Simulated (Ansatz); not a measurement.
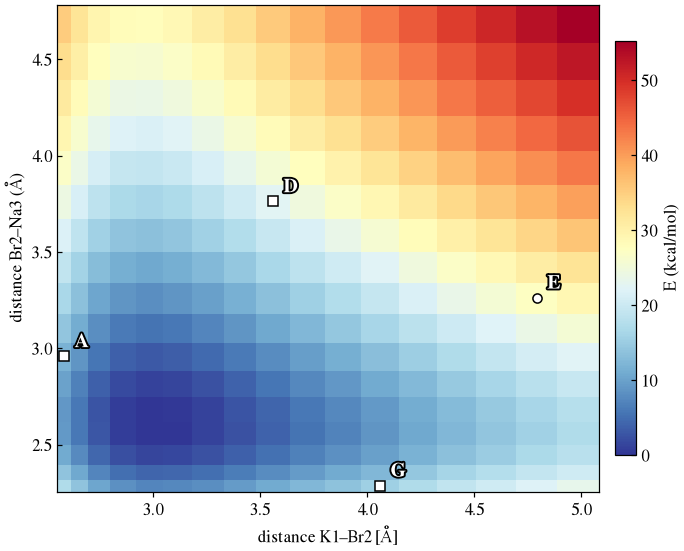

The system K⁺ + BrNa. First axis: distance K1–Br2. Second axis: distance Br2–Na3. Nothing is relaxed (the angle K1–Br2–Na3 is fixed at 180 degrees). The grid has 17 × 17 points. Points are written as (first, second). Energies are in kcal/mol, from the lowest grid point. The D4 coefficients can switch as the alkali atoms part, which puts small steps into the map. Level of theory: RKS PBE0-D4/def2-SVPD in Ansatz.

The picture shows one coloured cell a grid point, lettered points.

Rank the lettered points by energy, lowest first.

Answer. A (11.8 kcal/mol), G (15.4 kcal/mol), D (22.6 kcal/mol), E (27.3 kcal/mol).
